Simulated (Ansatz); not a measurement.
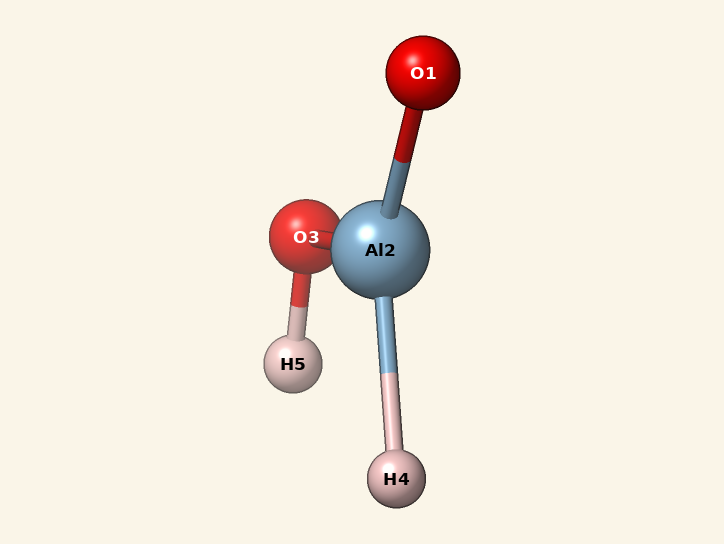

O3 lies behind Al2. The molecule seen a little off the Al2–O3 bond, Al2 in front. Distant atoms are faded towards the background colour. Charge −1, singlet. Computed geometry: PBE-D4/def2-SVPD optimisation. No frequency run is at hand to confirm it as a minimum.

### What is the torsion angle O1–Al2–O3–H5? The sign is positive where the front bond must turn clockwise to cover the back bond.

180°, antiperiplanar (anti).
